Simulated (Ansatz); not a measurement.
# Cl3FH4OPTa: what the fields show

```xyz
11

Ta   -0.1764    0.4725    0.3521
O     2.0517   -0.2050    0.4159
H     2.1387   -1.1831    0.3911
Cl   -0.3063   -0.0893    2.6397
F     0.3075    1.2335   -1.3139
Cl   -2.3769    1.1219    0.1808
Cl   -0.1551   -1.7690   -0.4248
P     0.9795    2.5911    1.2233
H     1.7710    2.2356    2.3668
H     2.0698    2.8115    0.3145
H     2.6107    0.1485    1.1351
```

Core potentials replace the inner electrons of Ta.

Level of theory: Ansatz 0.2.0, RKS PBE/def2-SVP.

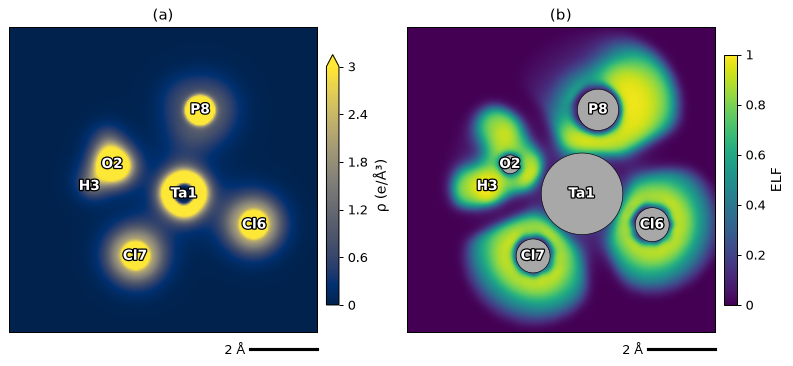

Figure 1. (a) electron density; (b) electron localisation function on the plane of atoms Cl6, Ta1 and P8. Grey discs cover the atomic cores in the ELF map.

### What does the map show?

- The plane passes through Ta, O, H, Cl and P nuclei.
- Ta–Cl (2.30 Å): ρ is about 0.66 e/Å³ halfway; the ELF peaks at about 0.85 in the valence shell of Cl, 0.8 Å from its nucleus, and is about 0.35 at the midpoint.
- Ta–O (2.33 Å): the density is about 0.36 e/Å³ at the midpoint; the ELF peaks at about 0.90 in the valence shell of O, 0.7 Å from its nucleus, and drops to about 0.10 between the two atoms.
- Ta–P (2.57 Å): ρ is about 0.53 e/Å³ halfway; the ELF peaks at about 0.95 in the valence shell of P, 1.0 Å from its nucleus, and is about 0.70 at the midpoint.
- O–H (0.98 Å): ρ at the midpoint is about 3.6 e/Å³; the ELF climbs to about 1 towards the hydrogen, as it does in any bond to H: an ordinary covalent bond to hydrogen.
- Ta–Cl (2.37 Å): the density is about 0.58 e/Å³ at the midpoint; the ELF peaks at about 0.85 in the valence shell of Cl, 0.8 Å from its nucleus, and is about 0.35 at the midpoint.

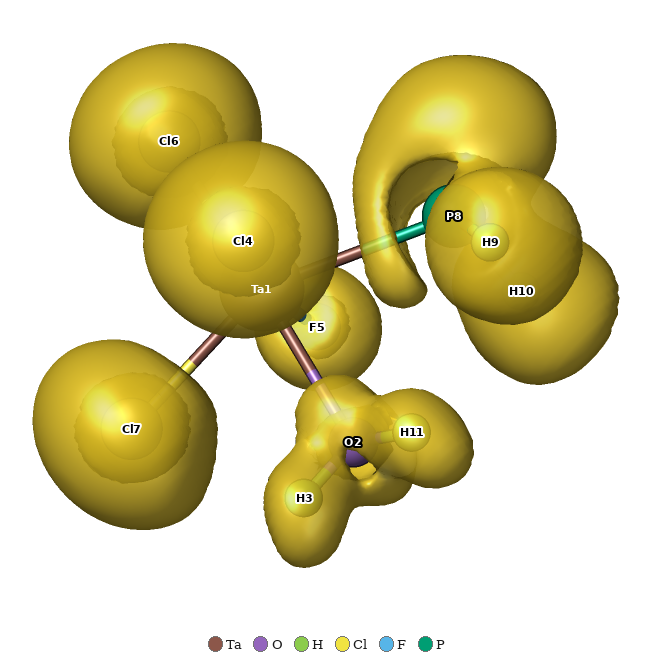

Figure 2. Isosurface of the electron localisation function at 0.75 (yellow), seen at a tilt. Core shells and regions of very low density are left out.

### Where are the electrons localised?

At this value the surface marks out three regions wrapped around Cl (the valence shell of each), one region wrapped around F (its valence shell), one joined region spread over several atoms (H, O), in which their bonds and any lone pairs are merged and one joined region spread over several atoms (H, P), in which their bonds and any lone pairs are merged. Along the contacts the grid gives the following. Ta–F (1.89 Å): the ELF peaks at about 0.85 in the valence shell of F, 0.5 Å from its nucleus, and drops to about 0.25 between the two atoms.

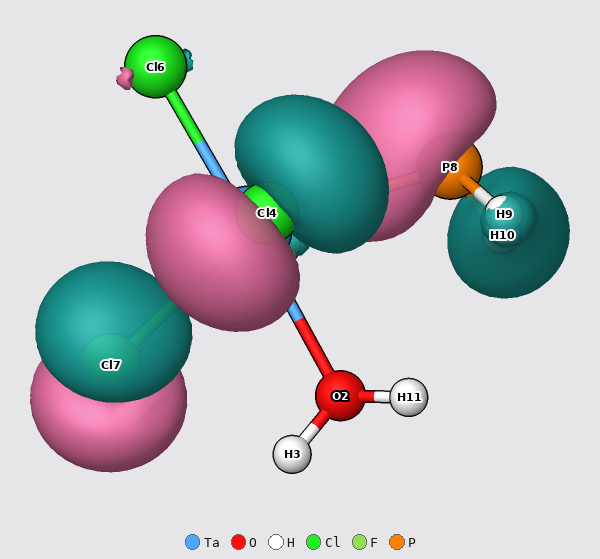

Figure 3. The HOMO−1 at ±0.1 Å⁻³ᐟ² (teal and pink are the two phases), seen at a tilt.

### What is the character of this orbital?

By Hirshfeld shares it lies mainly on Cl4 (about 40 %), Cl7 (about 25 %), P8 (about 20 %) and Ta1 (about 5 %); largely a combination of lone pairs on Cl4, Cl7 and P8. Its energy is −7.52 eV.

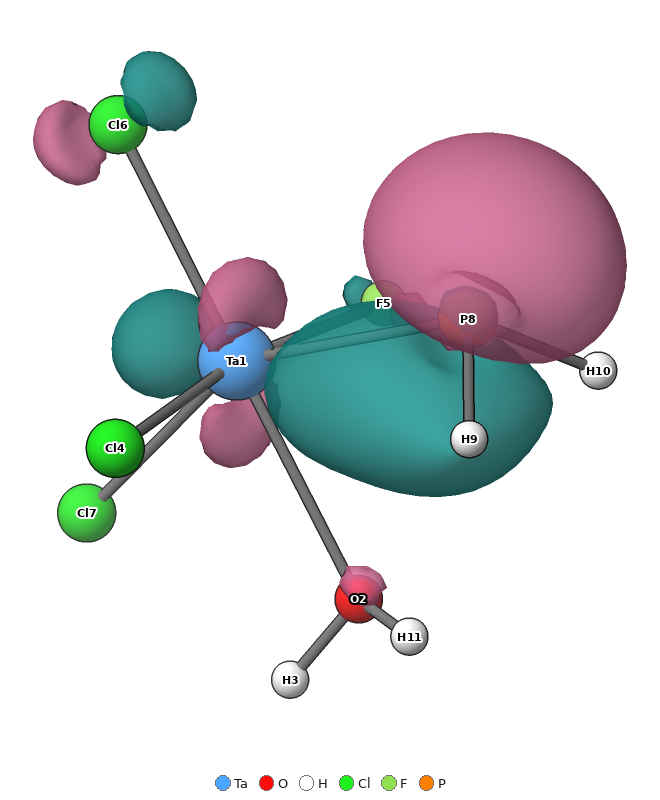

Figure 4. The HOMO at ±0.15 Å⁻³ᐟ² (teal and pink are the two phases), seen at a tilt.

### Where does this orbital lie, and at what energy?

Its weight (Hirshfeld) is mainly on P8 (about 60 %) and Ta1 (about 15 %). Its energy is −6.01 eV.
